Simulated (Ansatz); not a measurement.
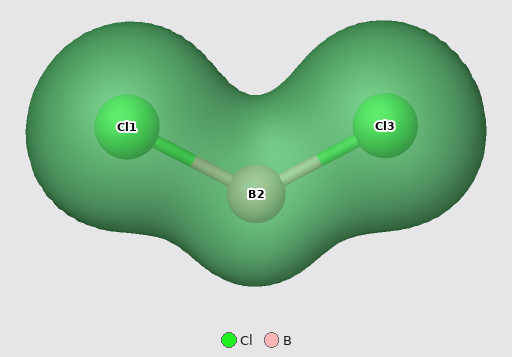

Figure. BCl2 (SMILES Cl[B]Cl) (doublet). Isosurface of the electron density at 0.2 e/Å³ (green), seen across its widest extent.

The calculation used Ansatz, UKS PBE-D4/def2-SVP.

The calculation's input:

```
crystal:
  periodic: [false, false, false]
  atoms:
    - { symbol: Cl, position_ang: [0.4289, -1.6289, 0.0495] }
    - { symbol: B, position_ang: [-0.549, -0.0294, -0.3007] }
    - { symbol: Cl, position_ang: [0.1092, 1.5935, 0.238] }
magnetization:
  spin_polarized: true
  initial_magnetization: 1
basis:
  gaussian: { orbitals: def2-SVP }
hamiltonian:
  xc: pbe
  dispersion: d4
relax:
  f_tol: 0.02
  max_steps: 40
output:
  orbitals: {}
```

Run with:

```sh
ansatz run input.yaml --threads 1 --pin off --max-ram 2048MiB --backend cpu --events-out ev --progress --plain --runs-dir out
```

The fields are those of the relaxed geometry.

What does this surface tell about the bonding?

At this value the surface is in one piece. It bridges the shortest B–Cl (1.74 Å) contacts, where the density stays above the isovalue. On the grid the lowest density along these lines, outside the cores, is 0.99 e/Å³ (B–Cl, 1.74 Å).
